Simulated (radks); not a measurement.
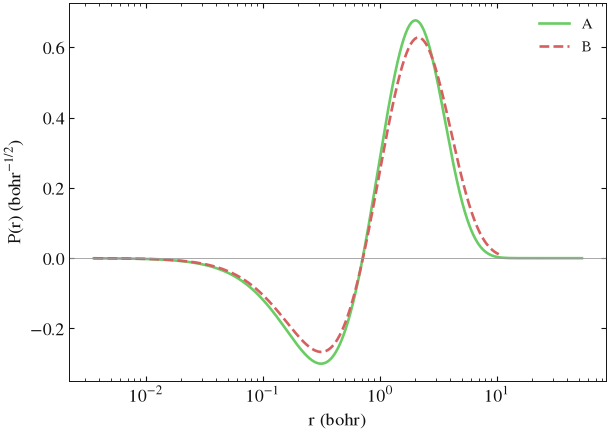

Atomic silicon (Si) was computed in two configurations: [Ne] 3s2 3p1 5p1 (high spin); [Ne] 3s2 3p2 (high spin). The calculation used the in-house radial solver radks at this level: scalar-relativistic Kohn-Sham, LDA (Slater exchange, Perdew-Wang correlation), spin-polarised, spherical densities, finite nucleus.

The plot shows P(r) = r R(r) of the 3p up orbital in both runs (large components where relativistic).

Assign A and B.

A is [Ne] 3s2 3p1 5p1 (high spin) (⟨r⟩ = 2.45 bohr, eigenvalue −10.2 eV); B is [Ne] 3s2 3p2 (high spin) (⟨r⟩ = 2.74 bohr, eigenvalue −4.61 eV). The orbital is smaller where the other electrons screen the nucleus less.
